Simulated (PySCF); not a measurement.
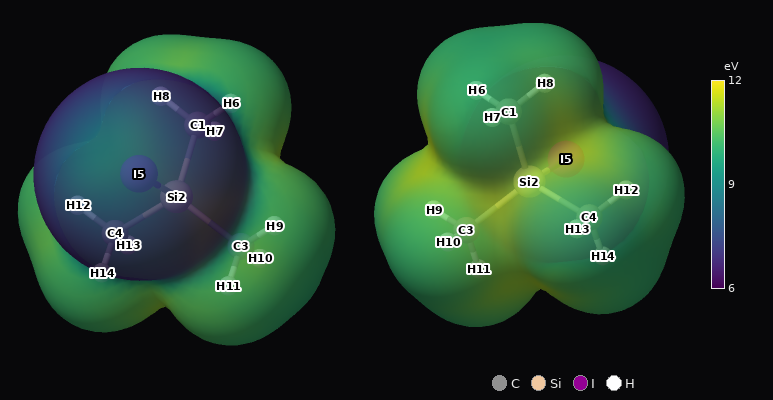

Figure 1: C$_{3}$H$_{9}$ISi, SMILES `C[Si](C)(C)I`. Average local ionisation energy on the surface of electron density 0.001 a.u. (back view left, front view right).

Method: PBE/def2-TZVP; geometry: GFN2-xTB; program: PySCF. Core potentials replace the inner electrons of I; spin–orbit coupling isn't included. No frequency check shows the geometry to be a minimum. GFN2-xTB bond lengths at metals and heavier atoms can be off by up to 0.1 Å and shapes distorted, which carries into these values.

Q: Locate the minima of the map.

A: The lowest value is 6.7 eV, 2.5 Å from I5, and at like points elsewhere. Further minima include 10.0 eV, near H6 (1.84 Å), H7 (1.88 Å), H8 (1.92 Å) and C1 (1.98 Å), and at like points elsewhere. For comparison, the highest occupied orbital lies at −6.1 eV.

Q: What volume does the surface enclose, and what is the dipole moment?

A: About 172 Å³; the dipole moment is 2.6 D.
